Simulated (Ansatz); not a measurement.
**GaAs (F-43m): the PBE gap against the wavefunction cutoff**

Aim: see how gap, energy and time of GaAs (F-43m) follow the wavefunction cutoff.

Program: Ansatz 0.2.0. Level of theory: DFT, PBE, plane waves, PAW. Results are calculated unless marked as measured.

### Step 1. Starting point

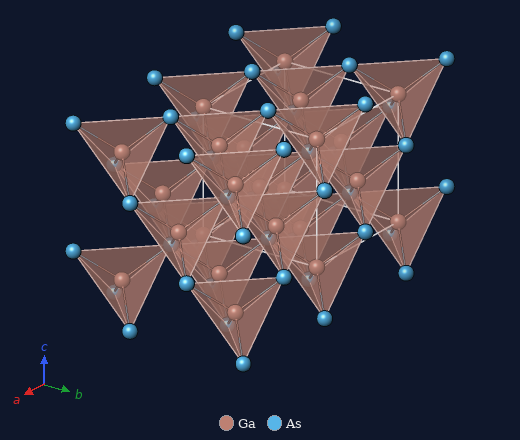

Start, viewed from a free direction; gallium pink, arsenic blue. 2×1×1 cells are drawn. This picture shows the conventional cell, with its axes. Some periodic images of atoms are drawn too.

The cell and positions come from the Crystallography Open Database and are kept as given unless a step says otherwise. The default PAW set here is soft_1. Its files were made with PBE.

### Step 2. Wavefunction cutoff: 190 eV

File input.yaml:

```yaml
crystal:
  lattice:
    - [0.0, 2.82685, 2.82685]
    - [2.82685, 0.0, 2.82685]
    - [2.82685, 2.82685, 0.0]
  atoms:
    - { symbol: Ga, position: [0.0, 0.0, 0.0] }
    - { symbol: As, position: [0.25, 0.25, 0.25] }
kpoints:
  mp_grid: { grid: [8, 8, 8] }
  band_path:
    path:
      - [0.0, 0.0, 0.0]
      - [-0.5, -0.5, 0.0]
      - [-0.375, -0.375, 0.25]
      - [-0.375, 0.0, 0.375]
      - [0.0, 0.0, 0.5]
      - [-0.5, -0.25, 0.25]
    npoints: 1
hamiltonian:
  xc: pbe
  pseudopotentials: { kind: paw, azcp: { folder: "./paw" } }
scf:
  occupations: { method: fermi_dirac, width: 0.02 }
  n_extra_bands: 4
  max_iter: 80
output:
  eigenvalues: true
basis:
  ecutwfc: 190.0
```

Run with:

```console
ansatz run input.yaml --threads 3 --pin off --max-ram 92160MiB --backend cuda --events-out ev --progress --plain --runs-dir out --devices 1 --max-vram 13GiB
```

Numbers of over 12 decimals in the logs are rounded to 6 here.

Output:

```text
Warning: basis.ecutwfc = 190 eV is below the records' recommended 420 eV, and the density's cutoff is lower with it unless basis.ecutrho_ratio is high enough to keep the records' density cutoff: compare with a run at a higher cutoff
Warning: basis.ecutrho_ratio 4 (ecutrho = 760 eV, dense FFT grid 18×18×18): the grid does not resolve the core-correction charge of Ga (measure 0.09 e/Å^2.5), As (0.08); warned from 0.08. The energy and each atom's force then go with where the atoms sit on the grid: [figures from the program's tests cut] If this deck is also warned that a cutoff or its ratio is below what is recommended, mend that before anything bel [...]
scf.n_extra_bands = 4 over 14 filled bands (N_el = 28.0): the run solves 18 bands
GPUs: using 1 of 1 available (devices: 1).
Engine: ansatz 0.2.0, x86_64-unknown-linux-gnu
Pseudopotentials: kind: paw
Pseudopotential: Ga, paw, valence charge 13, recommended cutoff 420 eV (normal), <dir>
Pseudopotential: As, paw, valence charge 15, recommended cutoff 420 eV (normal), <dir>
Functional definition: PBE
  parameter kappa = 0.804
  parameter beta = 0.066725
  exchange = pbe_x(kappa = kappa, mu = beta*pi^2/3)
  correlation = pbe_c(beta = beta)
device memory: the entry about to start is reckoned to put 0.6 GiB on a device that reports 71.0 GiB free (of which the cap on the GPU budget leaves the run 13.0 GiB)
GPU FFT provider: cuFFT
GPU libraries: cuBLAS 13.8.2, cuFFT 12.4.0, cuSOLVER 12.3.4
Crystal: 2 atoms, lattice volume = 45.179 Å³
Basis set: ecut = 190 eV, 283 PW (Γ)
Bands: 18, of which v1, the nominal top of the filled ones, is band 14 counted from 1 (13 counted from 0)
Symmetry: 24 space group operations
Space group: F-43m (ITA 216), of the structure as read, at distance tolerance 3.6e-5 Å
k-points: 29 of 512 (time reversal used)
Non-local potential: Ga, projectors of the file, l = 0: 2, l = 1: 2, l = 2: 3, l = 3: 1
Non-local potential: As, projectors of the file, l = 0: 2, l = 1: 2, l = 2: 3, l = 3: 1
PAW form: soft (Blöchl's): semilocal exchange-correlation on the pseudo side does not see the compensation charge
PAW one-centre angular grid: Ga, 590 points (default); XC on 64 Gauss nodes
PAW one-centre angular grid: As, 590 points (default); XC on 64 Gauss nodes
Initial density: superposition of atomic densities (chi_scale 0.1, normalization cell, long waves kept (reshape's long-wave potential 0.00 eV rms))
Initial wavefunctions: pseudopotential atomic-orbital guess
GPU buffer pool allocated for 5832 grid points (all kernels)
GPU transforms: local potential and band sums: pruned to the plane-wave sphere, on 18×18×18
Functional: x = pbe(κ = 0.804, μ = 0.219515), c = pbe(β = 0.066725)
SCF iter   1: F=—  HF=-8627.483129 eV  |F-HF|=—  |Δ(HF+E_count)|=         —  Δρ=4.03e-2  dr2=5.03e-1  ethr=3.10e-3  ⟨swp⟩=4.2  Hψ=2160  notcnv=0
preconditioner: auto → none  [insulator: Δε(μ)=0.431 eV  Ē_g=15.538 eV  σ=0.020 eV  W_gap=1.00  n_scr=14 (ndim 8)  ℏωp=23.4 eV  f_vac=0.043  D(μ)=0.00/eV (n_scr^D=0)  ε∞_Penn≈3.3]
SCF iter   2: F=—  HF=-8623.922642 eV  |F-HF|=—  |Δ(HF+E_count)|=    3.56e0  Δρ=3.57e-2  dr2=3.52e-1  ethr=1.80e-3  ⟨swp⟩=2.3  Hψ=1321  notcnv=0
SCF iter   3: F=—  HF=-8623.653769 eV  |F-HF|=—  |Δ(HF+E_count)|=   2.69e-1  Δρ=7.33e-3  dr2=1.75e-2  ethr=1.26e-3  ⟨swp⟩=2.0  Hψ=1044  notcnv=0
SCF iter   4: F=—  HF=-8623.644261 eV  |F-HF|=—  |Δ(HF+E_count)|=   9.51e-3  Δρ=3.33e-3  dr2=7.09e-3  ethr=6.25e-5  ⟨swp⟩=2.0  Hψ=899  notcnv=0
SCF iter   5: F=—  HF=-8623.641677 eV  |F-HF|=—  |Δ(HF+E_count)|=   2.58e-3  Δρ=8.09e-4  dr2=1.53e-4  ethr=2.53e-5  ⟨swp⟩=2.3  Hψ=1008  notcnv=0
SCF iter   6: F=—  HF=-8623.641686 eV  |F-HF|=—  |Δ(HF+E_count)|=   8.76e-6  Δρ=7.96e-5  dr2=1.20e-6  ethr=5.45e-7  ⟨swp⟩=2.8  Hψ=960  notcnv=0
SCF iter   7: F=—  HF=-8623.641741 eV  |F-HF|=—  |Δ(HF+E_count)|=   5.58e-5  Δρ=7.81e-6  dr2=1.58e-8  ethr=3.57e-10  ⟨swp⟩=3.9  Hψ=1575  notcnv=0
SCF iter   8: F=-8623.641741 eV  HF=-8623.641741 eV  |F-HF|=6.91e-11  |Δ(HF+E_count)|=   2.28e-8  Δρ=7.28e-7  dr2=1.52e-10  ethr=5.66e-11  ⟨swp⟩=1.0  Hψ=1277  notcnv=0
SCF 1 converged in 8 iterations: F = -8623.641741 eV  dr2 = 1.52e-10
[...]
device memory: the entry about to start is reckoned to put 0.6 GiB on a device that reports 74.8 GiB free (of which the cap on the GPU budget leaves the run 13.0 GiB)
NSCF: frozen V_eff on 6 k-points
SCF converged after 8 iterations
Free energy (F): -8623.641741 eV
Harris-Foulkes:  -8623.641741 eV  (|F-HF|=6.91e-11)
Internal energy: -8623.641737 eV  (E = F + TS)
E sigma→0 (E₀):  -8623.641739 eV
Entropy (-TS):   -0.000004 eV (-0.002 meV/atom)
Fermi energy:    7.753401 eV
--- Per-component energies (eV) ---
  E_band       = -410.501144
  E_kinetic    = 222.151433
  E_local      = -3678.633775  (includes V_loc(G=0)·N_el)
  E_nonlocal   = -380.007733
  E_hartree    = 2153.083186
  E_xc         = -134.666623
  E_vxc        = -130.764647  (∫ρ·V_xc dr)
  E_paw        = -4106.652541  (= ΣΔE_a)
  E_vpaw       = -749.225530  (= ΣTr[D̂ρ^β])
  E_aug_tail   = -0.187898  (compensation charges beyond the density's cutoff)
  E_ewald      = -2698.727786
  E_smearing   = -0.000004  (= −TS)
  E_closure    = 0.000000  (closes the sum)
  Σ components = -8623.641741   (vs F -8623.641741, Δ=0.00e0)
--- Band table (eV; the first three rows and the last of 29) ---
  k-point 0: bands = [... 10 lower, -5.0946, 7.6203, 7.6203, 7.6203, 7.8645, 11.6778, 11.6778, 11.6778]
  k-point 1: bands = [... 10 lower, -4.9226, 5.5894, 7.4125, 7.4125, 9.0859, 11.9820, 12.0299, 12.0299]
  k-point 2: bands = [... 10 lower, -4.4572, 3.4729, 7.0010, 7.0010, 9.0301, 12.5273, 12.5273, 13.6088]
  k-point 28: bands = [... 10 lower, -2.7486, 1.0579, 4.1981, 4.4408, 12.2543, 12.4962, 13.1879, 14.0870]
```

Wall time 3.1 s (1 × NVIDIA H100 80GB HBM3 (shared by 6 runs) with 3 threads of AMD EPYC 7R13 (Zen 3), shared host); peak memory 0.9 GiB.

The column dr2 measures how far the density is from self-consistency, as an energy; F and HF (Harris–Foulkes) agree once it is small.

This step gave:

```yaml
gap: 0.2442 eV
valence_top_at: Γ
conduction_bottom_at: Γ
least_direct_gap: 0.2442 eV
```

The gap is direct, at Γ.

### Step 3. Wavefunction cutoff: 290 eV

Changes to input.yaml since step 2:

```diff
@@ -23,3 +23,3 @@
 scf:
-  occupations: { method: fermi_dirac, width: 0.02 }
+  occupations: { method: fixed }
   n_extra_bands: 4
@@ -28,3 +28,7 @@
   eigenvalues: true
+  write_density: true
+  write_potential: true
+  elf: true
+  volumetric_format: npy
 basis:
-  ecutwfc: 190.0
+  ecutwfc: 290.0
```

Output:

```text
[...]
GPUs: using 1 of 1 available (devices: 1).
[...]
GPU FFT provider: cuFFT
GPU libraries: cuBLAS 13.8.2, cuFFT 12.4.0, cuSOLVER 12.3.4
Crystal: 2 atoms, lattice volume = 45.179 Å³
Basis set: ecut = 290 eV, 531 PW (Γ)
Bands: 18, of which v1, the nominal top of the filled ones, is band 14 counted from 1 (13 counted from 0)
[... 1 set-up line as in the run before ...]
[...]
Fermi energy:    7.911797 eV
[...]
--- Band table (eV; the first three rows and the last of 29) ---
  k-point 0: bands = [... 10 lower, -4.8103, 7.9118, 7.9118, 7.9118, 8.4298, 11.6672, 11.6672, 11.6672]
  k-point 1: bands = [... 10 lower, -4.6287, 5.9538, 7.6779, 7.6779, 9.5082, 12.0140, 12.0140, 12.1272]
  k-point 2: bands = [... 10 lower, -4.1207, 3.7830, 7.2389, 7.2389, 9.3731, 12.5354, 12.5354, 13.8787]
  k-point 28: bands = [... 10 lower, -2.2661, 1.3030, 4.3856, 4.5824, 12.5464, 12.6400, 13.3378, 13.9773]
[key lines of the parts left out:]
SCF converged after 7 iterations
Free energy (F): -8639.609262 eV
```

Run time: 6 s. Hardware: 1 × NVIDIA H100 80GB HBM3 (shared by 6 runs) with 3 threads; peak memory 0.9 GiB; 2.4 s of CPU time.

Numbers from this step:

| Item | Value |
| --- | --- |
| gap | 0.5181 eV |
| valence top at | Γ |
| conduction bottom at | Γ |
| least direct gap | 0.5181 eV |

The gap is 0.518 eV, +0.274 eV from the run before at this level.

### Step 4. Wavefunction cutoff: 420 eV (the default)

input.yaml, the sections that differ from step 3:

```yaml
kpoints:
  mp_grid: { grid: [8, 8, 8] }
  band_path:
    path:
      - [[0.0, 0.0, 0.0], [-0.5, -0.5, 0.0], [-0.375, -0.375, 0.25]]
      - [[-0.375, 0.0, 0.375], [0.0, 0.0, 0.0], [0.0, 0.0, 0.5], [-0.5, -0.25, 0.25], [-0.5, -0.5, 0.0]]
    npoints: 10
scf:
  occupations: { method: fermi_dirac, width: 0.02 }
  n_extra_bands: 4
# crystal, hamiltonian, output: as in step 3
# basis: removed
```

Output:

```text
[...]
GPUs: using 1 of 1 available (devices: 1).
[...]
GPU FFT provider: cuFFT
GPU libraries: cuBLAS 13.8.2, cuFFT 12.4.0, cuSOLVER 12.3.4
Crystal: 2 atoms, lattice volume = 45.179 Å³
Basis set: ecut = 420 eV, 893 PW (Γ)
Bands: 18, of which v1, the nominal top of the filled ones, is band 14 counted from 1 (13 counted from 0)
[... 1 set-up line as in the run before ...]
[...]
Fermi energy:    8.195793 eV
[...]
--- Band table (eV; the first three rows and the last of 29) ---
  k-point 0: bands = [... 10 lower, -4.8007, 7.9258, 7.9258, 7.9258, 8.4439, 11.6659, 11.6659, 11.6659]
  k-point 1: bands = [... 10 lower, -4.6180, 5.9652, 7.6901, 7.6901, 9.5190, 12.0133, 12.0133, 12.1254]
  k-point 2: bands = [... 10 lower, -4.1082, 3.7922, 7.2487, 7.2487, 9.3801, 12.5313, 12.5313, 13.8831]
  k-point 28: bands = [... 10 lower, -2.2435, 1.3045, 4.3954, 4.5886, 12.5493, 12.6495, 13.3421, 13.9768]
[key lines of the parts left out:]
SCF converged after 7 iterations
Free energy (F): -8639.846300 eV
```

Wall time 2.7 s (1 × NVIDIA H100 80GB HBM3 (shared by 6 runs) with 3 threads); peak memory 0.92 GiB; 2.1 s of CPU time.

This step gave:

- gap: 0.5181 eV
- valence top at: Γ
- conduction bottom at: Γ
- least direct gap: 0.5181 eV

The gap is 0.518 eV, as in the run before at this level.

### Step 5. Wavefunction cutoff: 630 eV

input.yaml, the sections that differ from step 4:

```yaml
kpoints:
  mp_grid: { grid: [8, 8, 8] }
  band_path:
    path:
      - [0.0, 0.0, 0.0]
      - [-0.5, -0.5, 0.0]
      - [-0.375, -0.375, 0.25]
      - [-0.375, 0.0, 0.375]
      - [0.0, 0.0, 0.5]
      - [-0.5, -0.25, 0.25]
    npoints: 1
scf:
  occupations: { method: fixed }
  n_extra_bands: 4
  max_iter: 80
basis:
  ecutwfc: 630.0
# crystal, hamiltonian, output: as in step 4
```

Output:

```text
[...]
GPUs: using 1 of 1 available (devices: 1).
[...]
GPU FFT provider: cuFFT
GPU libraries: cuBLAS 13.8.2, cuFFT 12.4.0, cuSOLVER 12.3.4
Crystal: 2 atoms, lattice volume = 45.179 Å³
Basis set: ecut = 630 eV, 1639 PW (Γ)
Bands: 18, of which v1, the nominal top of the filled ones, is band 14 counted from 1 (13 counted from 0)
[... 1 set-up line as in the run before ...]
[...]
Fermi energy:    7.925157 eV
[...]
--- Band table (eV; the first three rows and the last of 29) ---
  k-point 0: bands = [... 10 lower, -4.8010, 7.9252, 7.9252, 7.9252, 8.4440, 11.6653, 11.6653, 11.6653]
  k-point 1: bands = [... 10 lower, -4.6183, 5.9649, 7.6896, 7.6896, 9.5188, 12.0127, 12.0127, 12.1249]
  k-point 2: bands = [... 10 lower, -4.1086, 3.7919, 7.2482, 7.2482, 9.3799, 12.5306, 12.5306, 13.8826]
  k-point 28: bands = [... 10 lower, -2.2441, 1.3045, 4.3948, 4.5881, 12.5490, 12.6486, 13.3415, 13.9760]
[key lines of the parts left out:]
SCF converged after 7 iterations
Free energy (F): -8639.848401 eV
```

Elapsed: 7.8 s, on 1 × NVIDIA H100 80GB HBM3 (shared by 6 runs) with 3 threads; peak memory 0.9 GiB; 2.6 s of CPU time.

This step gave:

```yaml
gap: 0.5188 eV
valence_top_at: Γ
conduction_bottom_at: Γ
least_direct_gap: 0.5188 eV
```

The gap is 0.519 eV, +0.001 eV from the run before at this level.

### Step 6. The series

Differences are against the last row; a negative gap means that bands overlap, and a run with a band path holds that path's time. Times are wall times on 1 × NVIDIA H100 80GB HBM3 (shared by 6 runs) with 3 threads of AMD EPYC 7R13 (Zen 3), shared host, good to a factor of about two.

```csv
wavefunction cutoff,gap (eV),direct gap (eV),gap error (eV),energy error (meV/atom),irreducible k,time
190 eV,0.244,0.244,−0.275,+8103.3,29,3.1 s
290 eV,0.518,0.518,−0.001,+119.6,29,6 s
420 eV,0.518,0.518,−0.001,+1.1,29,2.7 s
630 eV,0.519,0.519,+0.000,+0.0,29,7.8 s
```

### Step 7. Summary of results

```yaml
190_ev: 0.244 eV
290_ev: 0.518 eV
420_ev: 0.518 eV
630_ev: 0.519 eV
```

What this shows: The gap holds to 0.02 eV from 290 eV on. At 190 eV the gap is off by −0.275 eV and the energy by +8103 meV/atom.

[Paths, hosts, dates, memory and timing lines, banners, echoed tables and standing remarks are left out of the program output.]

[Logs are printed without paths, hosts, clocks, repeated set-up lines and the standing remarks that a program may print on its own settings, such as how far it seeks lower states.]

[Runs of the session that timed out or met a known fault of the program may be left out.]

[Cells called generated may have been cut or substituted from an entry of the Crystallography Open Database or the Materials Project.]

[Hosts, paths, dates, database ids (printed as entryN), source tags and the programs' standing remarks are cut or masked in the printed files.]
